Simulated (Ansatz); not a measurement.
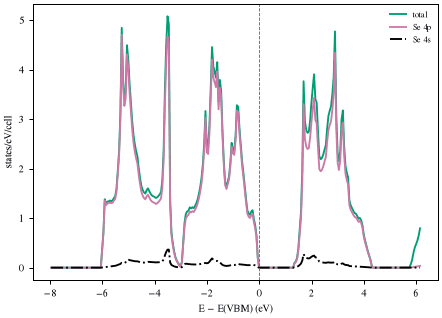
Figure. Total and projected density of states of Se (trigonal Se type, P3_121), r²SCAN+D4 in the plane-wave PAW code Ansatz

Task: Which orbitals carry the states next to the gap?

Result: Top 1 eV of the valence band: Se 4p 96 %. Bottom 1 eV of the conduction band: Se 4p 88 %, Se 4s 7 %, outside the projected shells 5 %. Projections are on Löwdin-orthogonalised atomic valence shells; empty p or d shells of many metals are not among them.

Task: Where is the tallest occupied peak in this window, and what makes it?

Result: Near -3.5 eV, about 5.1 states/eV per cell; the largest projected share is Se 4p.

Symmetry was held in the r²SCAN+D4 relaxation. Spin–orbit coupling is left out wherever it is not named.

Potentials: the later of the program's two PAW sets.
